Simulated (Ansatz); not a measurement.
Breaking a bond: BH, singlet.

Methods: RKS-B3LYP = restricted B3LYP/aug-cc-pVDZ (Ansatz, a program for electronic structure); RKS-PBE0 = restricted PBE0/aug-cc-pVDZ in Ansatz; UCCSD(T) = CCSD(T) on UHF/aug-cc-pVDZ, frozen core (Ansatz); UKS-PBE0 = unrestricted PBE0/aug-cc-pVDZ (Ansatz); UKS-B3LYP = unrestricted B3LYP/aug-cc-pVDZ (Ansatz); UCCSDT(Q) = CCSDT(Q) on UHF/aug-cc-pVDZ, frozen core (Ansatz); FCI = full CI/aug-cc-pVDZ, frozen core (Ansatz).

Cost and accuracy over the 22 points of the scan, with FCI as yardstick. Costs are rough ratios of core time within Ansatz on shared cores, each with its mean field (Kohn-Sham runs search longer for lower solutions than correlated ones do); the miss is the largest error against full CI of the curve after the mean shift, in kcal/mol.

Question: Which of them comes closest to FCI within 10 times the cost of the cheapest?

Answer: UCCSD(T), 2.2 kcal/mol off at most.

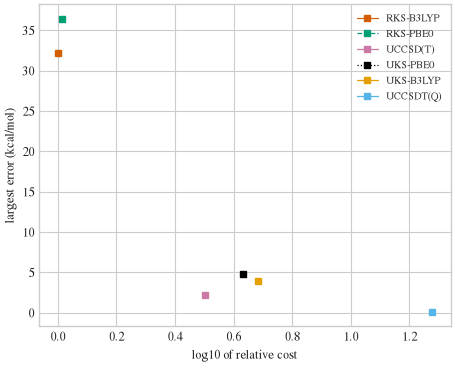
Figure. Miss against cost, one point a level.

```csv
level,relative cost,largest error
RKS-B3LYP,1,32.2
RKS-PBE0,1,36.4
UCCSD(T),3,2.2
UKS-PBE0,4,4.8
UKS-B3LYP,5,3.9
UCCSDT(Q),20,0.1
```

Costs within a factor of two of each other count as equal.

The restricted form behind RKS-B3LYP, RKS-PBE0 keeps the bonding electrons paired and can't separate into open-shell fragments. The unrestricted determinant behind UCCSD(T), UCCSDT(Q) is spin-contaminated at 0.98 to 5.04 Å (<S²> up to 1.0, against 0.00 for a pure singlet). The unrestricted determinant behind UKS-PBE0 is spin-contaminated at 0.98 to 1.56, 2.23 to 5.04 Å (<S²> up to 1.0, against 0.00 for a pure singlet). The unrestricted determinant behind UKS-B3LYP is spin-contaminated at 0.98 to 1.24, 2.23 to 5.04 Å (<S²> up to 1.0, against 0.00 for a pure singlet).
